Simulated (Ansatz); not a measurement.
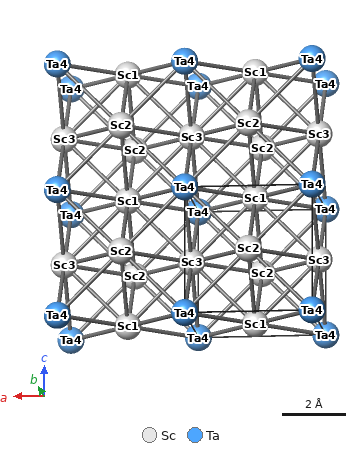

This is the input geometry for a relaxation of solid Sc$_{3}$Ta (a generated structure, set up in Pm-3m) (coarse preliminary run). A ball-and-stick model of the cell of the calculation, repeated 2 × 1 × 2 with one cell outlined, seen from a free direction.

Computed with DFT PBE, scalar-relativistic, plane waves, PAW in Ansatz.

Input
```yaml
crystal:
  lattice:
    - [4.09906782, 0.0, 0.0]
    - [0.0, 4.09906782, 0.0]
    - [0.0, 0.0, 4.09906782]
  atoms:
    - { symbol: Sc, position: [0.5, 0.5, 0.0] }
    - { symbol: Sc, position: [0.5, 0.0, 0.5] }
    - { symbol: Sc, position: [0.0, 0.5, 0.5] }
    - { symbol: Ta, position: [0.0, 0.0, 0.0] }
basis:
  ecutwfc: 420
kpoints:
  mp_grid: { grid: [4, 4, 4] }
hamiltonian:
  xc: pbe
scf:
  occupations: { method: gaussian, width: 0.1 }
  lower_state_search: "off"
output:
  forces: true
  stress: true
  eigenvalues: true
relax:
  adjacent_minimum: "off"
  f_tol: 0.04
  max_steps: 70
  cell: { stress_tol: 0.4 }
```

Command:
```bash
ansatz run input.yaml --threads 1 --pin off --max-ram 2560MiB --backend cpu --events-out ev --progress --plain --runs-dir out
```

Where does the relaxation end?

Answer. The atoms keep their places relative to the cell (all moves are under 0.005 Å). Cell: a = b = c 4.099 → 4.437 Å (+8.2 %). Volume +26.8 %. Near-neighbour distances that change, for instance: Sc1–Sc2 2.898 → 3.137 Å, Sc1–Ta4 2.898 → 3.137 Å. The space group stays Pm-3m (No. 221). After 3 accepted moves (4 points after the start) the energy has fallen by 341 meV per atom. All forces vanish by symmetry, so only the cell relaxes. Pressure: 27.75 GPa at the start and 0.22 GPa at the end. The SCF was repeated once at an unchanged geometry on a basis and grid sized afresh for the cell, which shifted the energy by 1.2 meV per atom at most.

Step by step:

```tsv
step	E − E(0), meV/atom	pressure, GPa	volume, Å³/atom	note
0	0.00	27.75	17.219	
1	-287.96	8.89	19.861	
2	-337.13	1.79	21.406	
3	-339.66	0.20	21.833	
4	-340.82	0.22	21.833	same geometry, new basis
```

The structure at the end:

```xyz
4
Lattice="4.4367 0.0000 0.0000 0.0000 4.4367 0.0000 0.0000 0.0000 4.4367" Properties=species:S:1:pos:R:3 pbc="T T T"
Sc    2.2183    2.2183    0.0000
Sc    2.2183    0.0000    2.2183
Sc    0.0000    2.2183    2.2183
Ta    0.0000    0.0000    0.0000
```

The end point in the same view:

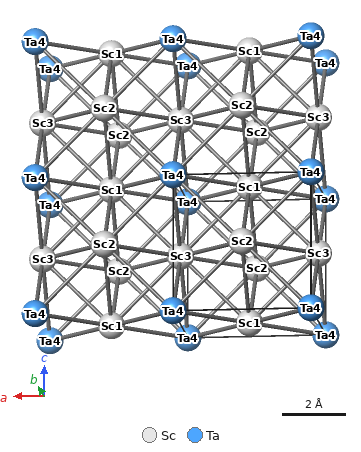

Limits of the set-up: the k-point mesh is coarse for a cell with partly filled bands.
